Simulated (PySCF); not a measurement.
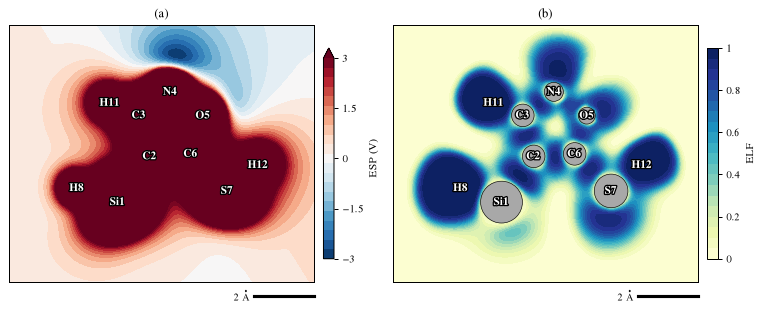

C3H5NOSSi. (a) electrostatic potential; (b) ELF on the plane of atoms N4, C3 and H11. Grey discs cover the atomic cores in the ELF map.

Geometry: GFN2-xTB.

Level of theory: B3LYP/pcSseg-1, SCF density, in a water solvent model, non-relativistic in PySCF.

```xyz
12

Si    1.6428    0.4665    0.8772
C     0.1329   -0.2750    0.0587
C    -0.2089   -1.6326   -0.1673
N    -1.3531   -1.7615   -0.7733
O    -1.8343   -0.5066   -0.9841
C    -0.9486    0.3717   -0.4884
S    -1.3185    2.0633   -0.6246
H     2.4888   -0.6548    1.2823
H     1.2033    1.2482    2.0330
H     2.3215    1.3227   -0.0958
H     0.3567   -2.5021    0.0994
H    -2.4815    1.8595   -1.2430
```

### Read the bonding off the picture.

- The plane passes through Si, C, N, O, S and H nuclei.
- C–N (1.30 Å): the ELF peaks at about 0.90 between the atoms; a covalent bond.
- C–O (1.34 Å): the ELF peaks at about 0.90 between the atoms; a shared but strongly polarised pair.
- N–O (1.36 Å): the ELF peaks at about 0.85 between the atoms, as expected for a covalent bond.
- C–C (1.37 Å): the ELF peaks at about 0.95 between the atoms, as expected for a covalent bond.
- C–S (1.74 Å): the ELF peaks at about 0.95 between the atoms, as expected for localised, covalent bonding.
- The ELF also peaks beside S7, O5 and N4, away from the bonds: lone-pair regions.
- Outside the dense part of the molecule the potential is most negative (−2.9 V) near N4.
